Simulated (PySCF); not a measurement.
## Electronic structure of C3H11NSi2 in real space

```xyz
17

C     3.3163    0.8816   -0.1668
N     1.9221    0.6103   -0.4181
Si    0.8958   -0.3718    0.5674
C    -0.8850    0.0699    0.1891
C    -1.8031   -0.8282   -0.2117
Si   -3.5870   -0.4079   -0.6010
H     3.5173    0.8248    0.9147
H     4.0110    0.1754   -0.6619
H     3.5944    1.9002   -0.4883
H     1.6466    0.7400   -1.3857
H     1.2677   -0.0720    1.9865
H     1.0035   -1.8609    0.3769
H    -1.1883    1.1224    0.2939
H    -1.4883   -1.8778   -0.3182
H    -3.9176   -0.7659   -2.0161
H    -3.8016    1.0571   -0.3997
H    -4.5179   -1.1733    0.2858
```

Geometry: PBE0-D3(BJ)/def2-SVP.

These are results of PBE0/pcSseg-1, SCF density, gas phase, non-relativistic (PySCF), not measurements.

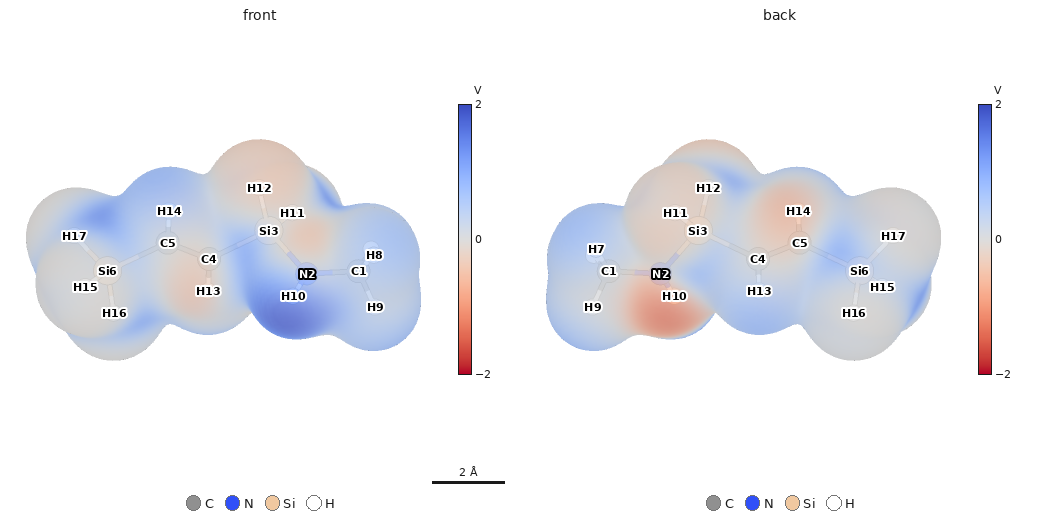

Figure 1. The molecular electrostatic potential painted on the density surface at 0.002 e/bohr³, seen from the front and from behind; red is negative and blue positive.

Which sites attract a positive test charge, and which a negative one?

Answer. A positive charge is drawn to the negative regions and a negative charge to the positive ones. The most negative region (about −1.0 V, or −23 kcal/mol for a unit charge) lies over N2, the most positive (about +1.5 V, or +35 kcal/mol for a unit charge) over H10.

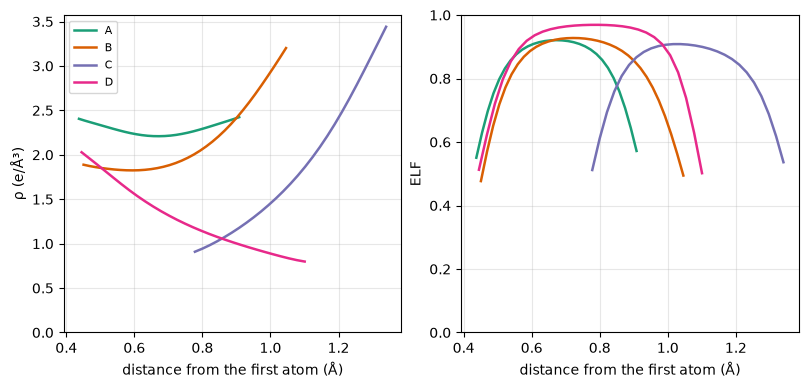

Figure 2. Electron density and electron localisation function along straight lines between neighbouring atoms. The curves leave out the atomic cores.

Which curve belongs to which contact (C–C, C–N, C–Si and Si–N)? The first atom named is at distance zero.

Answer. Curve A: C–C (1.35 Å): ρ at the midpoint is about 2.2 e/Å³; the ELF peaks at about 0.90 between the atoms (localised, covalent bonding). Curve B: C–N (1.44 Å): ρ at the midpoint is about 1.9 e/Å³; the ELF peaks at about 0.95 between the atoms, as expected for a shared electron pair. Curve C: Si–N (1.73 Å): ρ at the midpoint is about 1.1 e/Å³; the ELF peaks at about 0.90 between the atoms: a shared but strongly polarised pair. Curve D: C–Si (1.87 Å): ρ at the midpoint is about 0.96 e/Å³; the ELF peaks at about 0.95 between the atoms: a covalent bond.
